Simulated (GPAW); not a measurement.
# Screening of a field by H-SiC-H chair monolayer, part 2 of 2

Wanted: the out-of-plane polarisability of H-SiC-H chair monolayer.

GPAW 26.7.0; GPAW, PAW setups; layer in a repeated cell with vacuum, relaxation of atoms and in-plane cell (the session's first sound run).

So far. Step 9 (Field on): The dipole is now -0.0499 e Å, against -0.082 in the run without a field.

## (10) Field on

Level of this step: GPAW, PAW setups; slab in vacuum (GPAW).

Input file run.py:

```python
import json
import numpy as np
from ase import Atoms
from gpaw import GPAW, PW
from gpaw.external import ConstantElectricField

slab = Atoms(
    ['H', 'C', 'Si', 'H'],
    positions=[
        [1.56451, 0.90327, 8.00000],
        [1.56451, 0.90327, 9.10794],
        [-0.00000, 1.80654, 9.68316],
        [-0.00000, 1.80654, 11.18235]],
    cell=[[3.12903, 0.0, 0.0], [-1.56451, 2.70981, 0.0], [0.0, 0.0, 19.1824]],
    pbc=[True, True, False])

slab.calc = GPAW(mode=PW(500), xc='PBE', kpts={'size': (12, 12, 1), 'gamma': True},
                 occupations={'name': 'fermi-dirac', 'width': 0.05}, nbands='200%',
                 convergence={'density': 1e-05}, maxiter=200,
                 poissonsolver={'dipolelayer': 'xy'},
                 external=ConstantElectricField(0.3, [0, 0, 1]),
                 symmetry={'tolerance': 1e-3}, txt='slab.txt')
result = {}
energy = slab.get_potential_energy()
fermi = slab.calc.get_fermi_level()
v = slab.calc.get_electrostatic_potential().mean((0, 1)) - fermi
n = slab.calc.get_pseudo_density().mean((0, 1))
L = slab.cell[2, 2]
z = np.arange(len(v)) * L / len(v)
low, high = slab.positions[:, 2].min(), slab.positions[:, 2].max()
below, above = np.interp([low - 5.8, high + 5.8], z, v)
slopes = [np.interp(x, z, np.gradient(v, z)) for x in (low - 5.8, high + 5.8)]
eps = np.array([[slab.calc.get_eigenvalues(k, s) for k in range(len(slab.calc.get_ibz_k_points()))]
                for s in range(slab.calc.get_number_of_spins())]) - fermi
top, bottom = eps[eps < 0].max(), eps[eps > 0].min()
dipole = slab.get_dipole_moment()[2]
print(f'energy {energy:.4f} eV, Fermi level {fermi:.4f} eV, dipole {dipole:.5f} e A')
print(f'potential 5.8 A off the faces, from the Fermi level: lower {below:.4f} eV, upper {above:.4f} eV')
print(f'slope of the potential there: lower {slopes[0]:.5f}, upper {slopes[1]:.5f} eV/A')
print(f'nearest levels on the mesh: {top:.4f} and {bottom:.4f} eV')
print('magnetic moment', round(slab.get_magnetic_moment(), 3))
result.update(energy=energy, fermi=fermi, dipole=dipole, below=below, above=above, slopes=slopes, edges=[top, bottom],
              z=z.tolist(), v=v.tolist(), n=n.tolist(), positions=slab.positions.tolist(),
              forces=slab.get_forces(apply_constraint=False).tolist(), moments=slab.get_magnetic_moments().tolist())
json.dump(result, open('result.json', 'w'))
```

On the command line:

```
$ OMP_NUM_THREADS=1 OPENBLAS_NUM_THREADS=1 python run.py
```

Output:

```text
energy -21.8198 eV, Fermi level -2.5430 eV, dipole -0.03387 e A
potential 5.8 A off the faces, from the Fermi level: lower 4.0583 eV, upper 4.7811 eV
slope of the potential there: lower -0.00013, upper 0.00016 eV/A
nearest levels on the mesh: -0.9924 and 2.0600 eV
magnetic moment 0.0
```

Elapsed: 74 s, on 1 thread of Arm Neoverse V1, shared host; peak memory 0.31 GiB.

The dipole is now -0.0339 e Å, against -0.082 in the run without a field.

## (11) The series

The members are put on one axis.

This step: induced dipole against applied field (GPAW 26.7.0).

The dipole along the normal by field:

```tsv
field (V/Å)	dipole along the normal (e·Å)
-0.200	-0.114
-0.100	-0.0978
-0.050	-0.0898
0.000	-0.0818
0.050	-0.0739
0.100	-0.0659
0.200	-0.0499
0.300	-0.0339
```

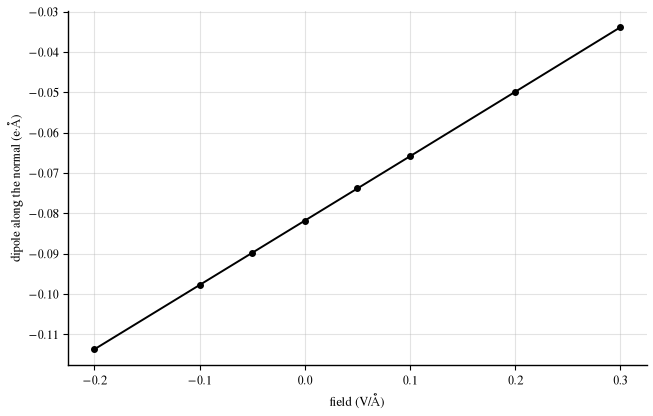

Dipole along the normal against field.

## (12) A changed run

One more run, with changed settings.

This step: GPAW, PAW setups; slab in vacuum (GPAW 26.7.0).

Edit run.py of step 10 so:

```diff
@@ -4,3 +4,2 @@
 from gpaw import GPAW, PW
-from gpaw.external import ConstantElectricField
 
@@ -17,6 +16,5 @@
 slab.calc = GPAW(mode=PW(500), xc='PBE', kpts={'size': (12, 12, 1), 'gamma': True},
-                 occupations={'name': 'fermi-dirac', 'width': 0.05}, nbands='200%',
-                 convergence={'density': 1e-05}, maxiter=200,
+                 occupations={'name': 'fermi-dirac', 'width': 1.0}, nbands='200%',
+                 convergence={'density': 1e-05}, maxiter=75,
                  poissonsolver={'dipolelayer': 'xy'},
-                 external=ConstantElectricField(0.3, [0, 0, 1]),
                  symmetry={'tolerance': 1e-3}, txt='slab.txt')
```

Output:

```text
energy -21.5316 eV, Fermi level -2.5018 eV, dipole -0.02442 e A
potential 5.8 A off the faces, from the Fermi level: lower 4.5167 eV, upper 5.0607 eV
slope of the potential there: lower -0.06490, upper 0.03405 eV/A
nearest levels on the mesh: -1.8705 and 2.2896 eV
magnetic moment 0.0
```

The job ended after 29 s (1 thread; peak memory 0.2 GiB).

The run finished. A setting was moved off its sound value on purpose, so it serves as a test and not as the result.

The fault put into the input: a smearing of electronvolts (width = 1.0).

The two runs compared:

```tsv
quantity	this run	sound run	difference
dipole along the normal (e·Å)	-0.024416	-0.081828	0.0574
```

One result that differs is the dipole along the normal, -0.0244 e·Å against -0.0818 e·Å.

## (13) Outcome

| Property | Result |
| --- | --- |
| work function, upper and lower face (Fermi level placed in the gap by the smearing) | 5.252 and 3.506 eV |
| ionisation energy from the upper face (highest filled level on the mesh) | 6.26 eV |
| electron affinity from the upper face (lowest empty Kohn-Sham level on the mesh) | 2.47 eV |
| dipole along the normal | -0.0818 e Å |
| induced dipole per field | 0.160 e Å per V/Å |
| out-of-plane polarisability per area, α/(ε0 A) | 3.41 Å |

The field induces 0.160 e Å per V/Å, a polarisable thickness α/(ε0 A) of 3.41 Å beside 3.18 Å between the outermost nuclei. A perfect conductor would give the distance between its two image planes; a dielectric of thickness t gives t(1 - 1/ε). The two faces differ by 1.7 eV, the step that the slab's dipole makes (e p/(ε0 A) gives 1.7 eV), so the dipole layer is needed. The levels nearest the Fermi level on the mesh lie 3.79 eV apart, so the slab is gapped there: the smearing puts the Fermi level inside the gap, and from either face the ionisation energy is the work function plus 1.0 eV. Both are Kohn-Sham levels on the mesh, and semilocal gaps are too small, so the affinity tends to come out too large and the ionisation energy too small. The induced dipole is linear in the field over this range. The relaxation of atoms and cell ran in a fully periodic cell without the dipole layer, so the atoms of this polar layer felt a small spurious field. The layer's cell and atoms come from the relaxation; spin-orbit coupling and temperature are left out.

[Logs are printed without paths, hosts, clocks, repeated set-up lines and the standing remarks that a program may print on its own settings, such as how far it seeks lower states.]

[Hosts, paths, dates, database ids (printed as entryN), source tags and the programs' standing remarks are cut or masked in the printed files.]
